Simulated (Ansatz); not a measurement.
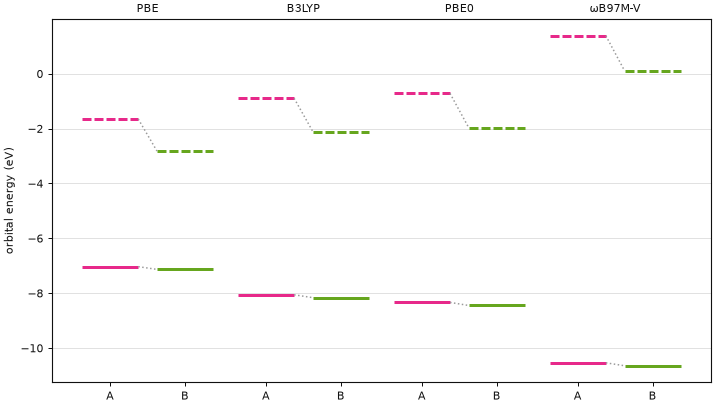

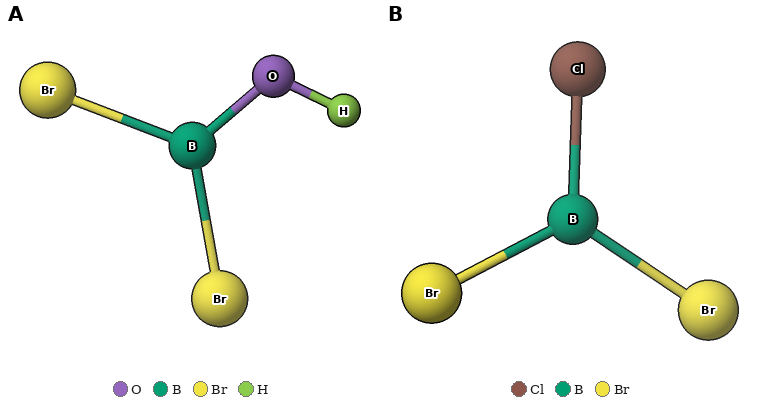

One change: A, BHOBr₂ (SMILES OB(Br)Br), becomes B, BBr₂Cl (SMILES ClB(Br)Br). OH on B is replaced by Cl. HOMO (solid) and LUMO (dashed) computed in def2-TZVPP at PBE0-D4/def2-TZVP geometries, both minima by their frequencies, gas phase, the Ansatz code. Empty levels above zero depend strongly on the basis.

**What does the change do to HOMO and LUMO?**

PBE: the HOMO falls by 0.10 eV, the LUMO falls by 1.17 eV, and the separation goes from 5.38 to 4.31 eV. B3LYP: the HOMO falls by 0.10 eV, the LUMO falls by 1.21 eV, and the separation goes from 7.16 to 6.05 eV. PBE0: the HOMO falls by 0.11 eV, the LUMO falls by 1.25 eV, and the separation goes from 7.62 to 6.48 eV. ωB97M-V: the HOMO falls by 0.11 eV, the LUMO falls by 1.28 eV, and the separation goes from 11.92 to 10.75 eV.

**Do the functionals agree on the effect?**

They agree on the direction for both levels; the HOMO shift lies between −0.11 and −0.10 eV and the LUMO shift between −1.28 and −1.17 eV, while the separations themselves differ by up to 6.5 eV between functionals.
